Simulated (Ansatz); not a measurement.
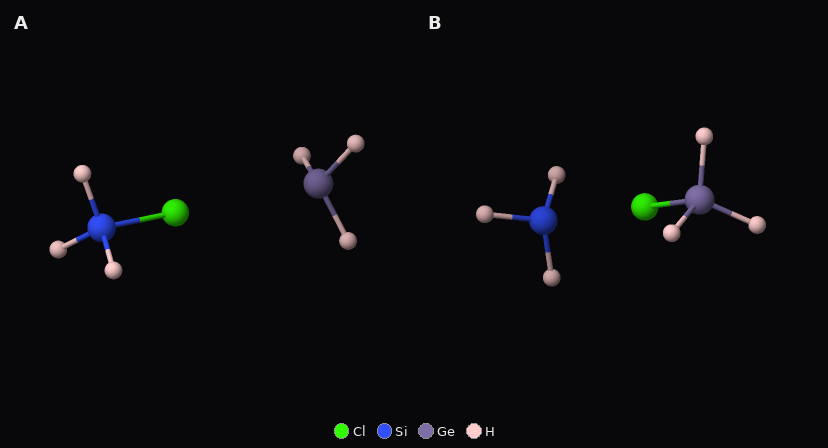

2 stationary structures of one formula. The species is neutral and a spin doublet. Geometries: PBE0-D4/def2-TZVP. Electronic energies: CCSD(T)/CBS (MP2 limit from def2-TZVPP and def2-QZVPP plus CCSD(T) − MP2) (Ansatz 0.2.0), without zero-point energy. Each is one conformer, not always the lowest.

**Which is lowest in energy, and by how much?**

A is lowest (a saddle point of order 2); B lies 11.4 kcal/mol above it (a saddle point of order 2).

Give E(B) − E(A) in kcal/mol at these levels too: UHF-CCSD(T) (frozen core)/def2-SVP; PBE-QIDH (frozen core)/def2-TZVPP; r2SCAN0-D4/def2-TZVPP; SPW92 (LDA)/def2-TZVPP; PBE-D4/def2-TZVPP; B2PLYP (frozen core)/def2-TZVPP; CCSD(T)/CBS (MP2 limit from def2-TZVPP and def2-QZVPP plus CCSD(T) − MP2); B97M-V/def2-TZVPP.

```csv
level,E(B) − E(A) (kcal/mol)
UHF-CCSD(T) (frozen core)/def2-SVP,+9.7
PBE-QIDH (frozen core)/def2-TZVPP,+10.9
r2SCAN0-D4/def2-TZVPP,+10.8
SPW92 (LDA)/def2-TZVPP,+10.2
PBE-D4/def2-TZVPP,+9.9
B2PLYP (frozen core)/def2-TZVPP,+11.2
CCSD(T)/CBS (MP2 limit from def2-TZVPP and def2-QZVPP plus CCSD(T) − MP2),+11.4
B97M-V/def2-TZVPP,+9.6
```
